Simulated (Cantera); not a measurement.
A closed system holds: 1 mol Si, 0.015 mol O2, 14 mol H2, held at 2.20 mbar.

Method: chemical equilibrium by Gibbs-energy minimisation in Cantera with the NASA 1993 tables (ideal gas, pure condensed phases). Candidate condensed phases: H2O, Si, SiO2; 18 gas species. Mutual solubility and eutectic melting of coexisting phases are not modelled. The tables hold silica as quartz up to 1696 K and as liquid above; real silica turns to tridymite and cristobalite and melts near 1996 K. Gases not in the tables: Si2H6 and higher silanes. Kinetics and transport are ignored.

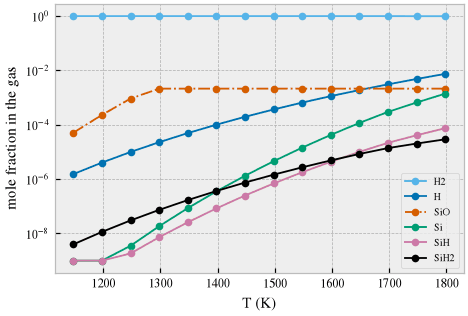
Figure. Equilibrium gas composition (values under 1e-9 drawn at 1e-9)

From 1148 K to 1248 K the condensed part is Si(s) + SiO2(β-quartz). From 1298 K to 1648 K the condensed part is Si(s). From 1698 K to 1798 K the condensed part is Si(l). The main Si-bearing gas is SiO throughout. The share of Si in condensed phases is highest at 1148 K (99.9 %) and lowest at 1798 K (94.8 %).
